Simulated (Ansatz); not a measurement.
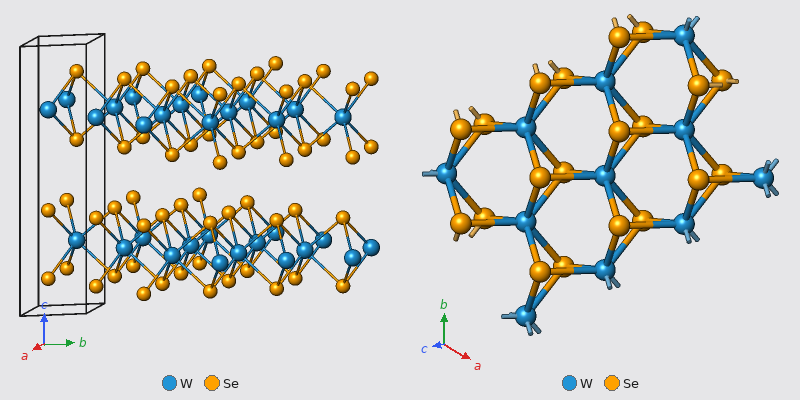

Left: the structure. Right: its underlying net. Nodes are coloured by element. One layer is drawn. Short stubs are edges that leave the cut-out.

WSe₂ (space group P6_3/mmc, No. 194): coordinates from a relaxation with DFT, r2SCAN+rVV10, plane waves, PAW in Ansatz; the starting structure was generated, so it need not be a known form of this composition.

Bonds are taken as Se–W below 2.8 Å. Simplification: prune 0- and 1-connected atoms, fold 2-connected ones into links.

The result is a binodal (3,6)-connected, two-periodic (layers) net: Se is a 3-connected node; W is a 6-connected node, in the ratio 2:1. It is the net of the trigonal-prismatic layers of 2H-MoS2. The layers lie parallel to (001).

```
node  links  point symbol  coordination sequence
  Se      3            4³  3 13 9 24 15 36 21 48
   W      6        4³·6¹²  6 6 18 12 30 18 42 24
```
